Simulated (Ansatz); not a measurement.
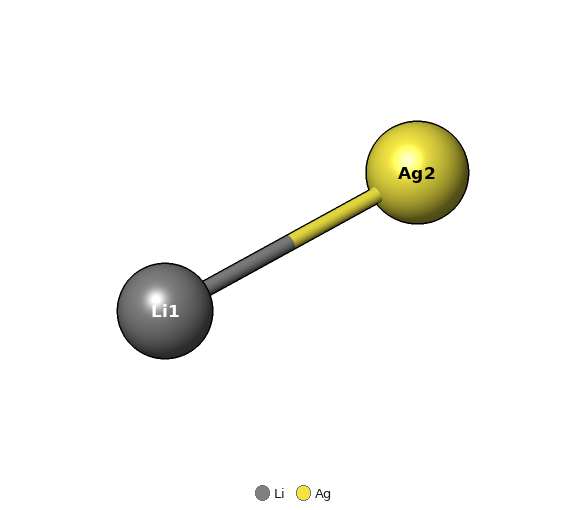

The species is neutral and a spin singlet. Harmonic vibrations computed with RKS PBE0-D4/def2-TZVP, core potentials on Ag (Ansatz 0.2.0) at a stationary point of the same level.

Minimum or transition state?

A minimum: no imaginary frequency, and the lowest mode lies at 374 cm⁻¹.

List the wavenumbers.

1 modes: 374 cm⁻¹.
